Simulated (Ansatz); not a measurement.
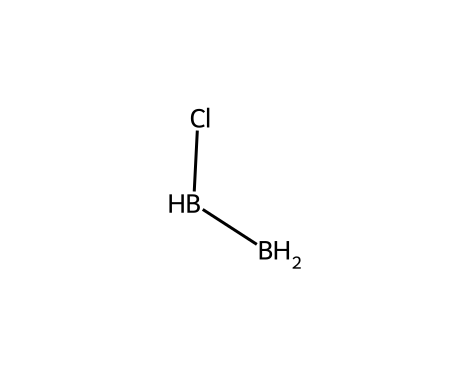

A structural formula.

Write the SMILES.

BBCl

What is the molecular formula?

B2ClH3.

An optimisation with PBE0-D4/def2-TZVP gave a structure of which point group?

Cs.

More results for the same structure follow; atom numbers are the same in all pictures, views and colours differ. The computed structure is the end point of a PBE0-D4/def2-TZVP optimisation.

## Geometry

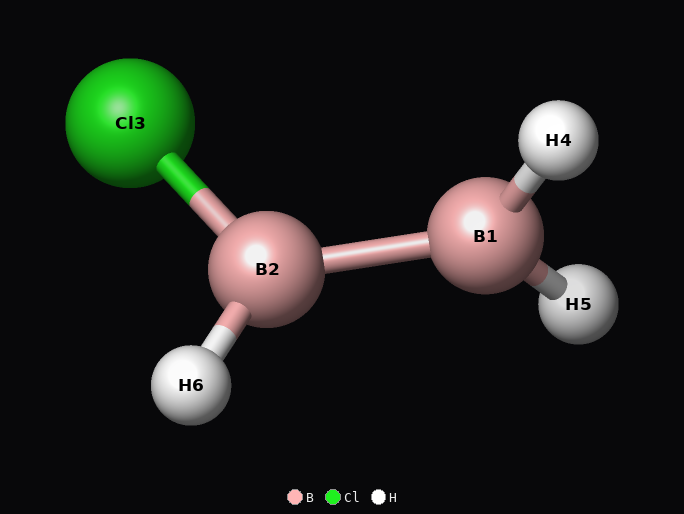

Numbered structure.

What are the angles B2–B1–H4, H4–B1–H5, B1–B2–Cl3, B1–B2–H6, Cl3–B2–H6?

| angle | degrees |
| --- | --- |
| B2–B1–H4 | 121.7 |
| H4–B1–H5 | 116.7 |
| B1–B2–Cl3 | 117.9 |
| B1–B2–H6 | 126.1 |
| Cl3–B2–H6 | 116.1 |

## Levels of theory compared

Program: Ansatz 0.2.0.

At this fixed geometry, give HOMO–LUMO gap (eV), HOMO energy (eV) at these levels: BHLYP-D4/def2-TZVPP; BLYP-D4/def2-TZVPP; PBE-D4/def2-TZVPP; PBE0-D4/def2-SVP; r2SCAN-D4/def2-TZVPP; r2SCAN0-D4/def2-TZVPP; r2SCANh-D4/def2-TZVPP; revPBE-D4/def2-TZVPP; ωB97M-V/def2-TZVPP; ωB97X-V/def2-TZVPP.

```csv
level,HOMO–LUMO gap (eV),HOMO energy (eV)
BHLYP-D4/def2-TZVPP,8.34,−9.36
BLYP-D4/def2-TZVPP,3.72,−6.67
PBE-D4/def2-TZVPP,3.64,−6.77
PBE0-D4/def2-SVP,6.01,−7.99
r2SCAN-D4/def2-TZVPP,4.31,−7.05
r2SCAN0-D4/def2-TZVPP,6.41,−8.28
r2SCANh-D4/def2-TZVPP,5.15,−7.54
revPBE-D4/def2-TZVPP,3.73,−6.74
ωB97M-V/def2-TZVPP,10.22,−10.35
ωB97X-V/def2-TZVPP,10.66,−10.52
```

## Dipole moment

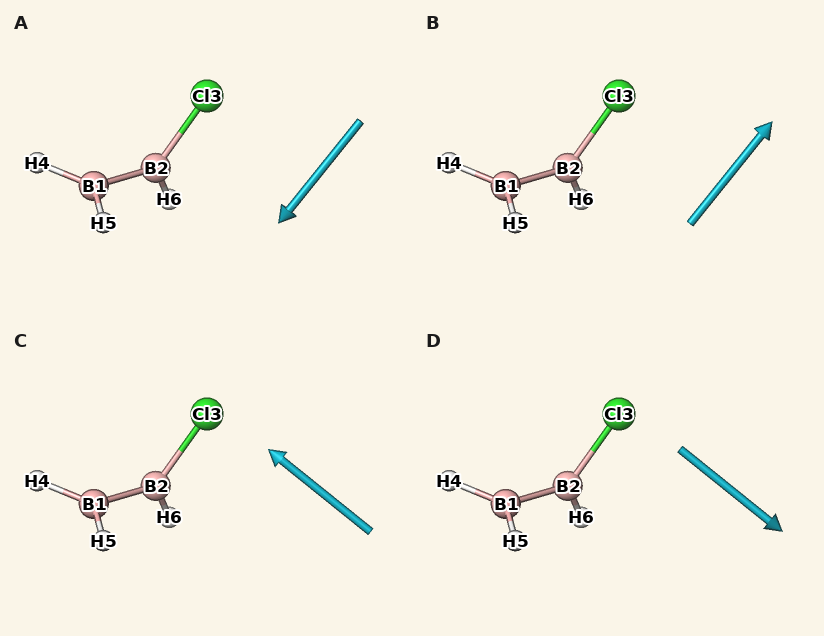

The same molecule four times, each with an arrow. Method: RKS PBE0-D4/def2-TZVP (Ansatz 0.2.0).

Which arrow points along the dipole moment, from the negative to the positive end?

A. The dipole moment is 0.78 D; it points from the side of Cl3 to the side of H4, H5 (the outermost atoms at the two ends).

## Vibrations

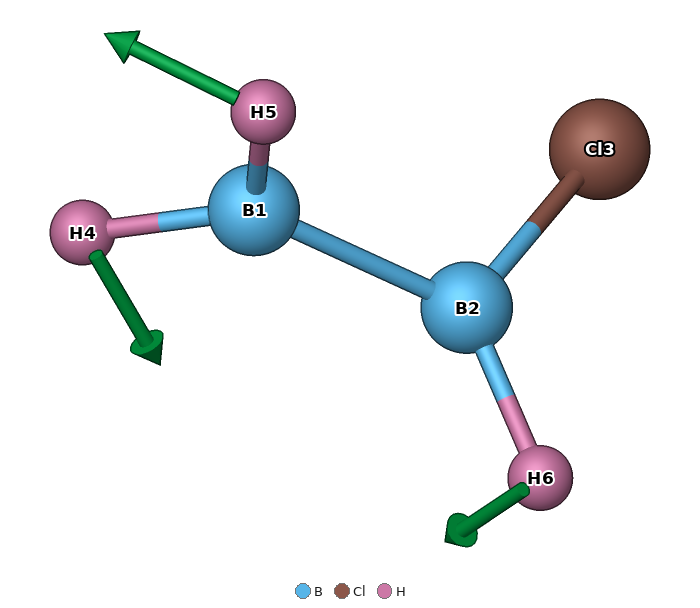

The arrows show one normal mode. Harmonic vibrations computed with RKS PBE0-D4/def2-TZVP (Ansatz 0.2.0) at a stationary point of the same level.

Describe the motion.

Mostly B–B–H bending.

At what wavenumber does it lie?

448 cm⁻¹; it is mode 3 of 12 counted from the lowest.
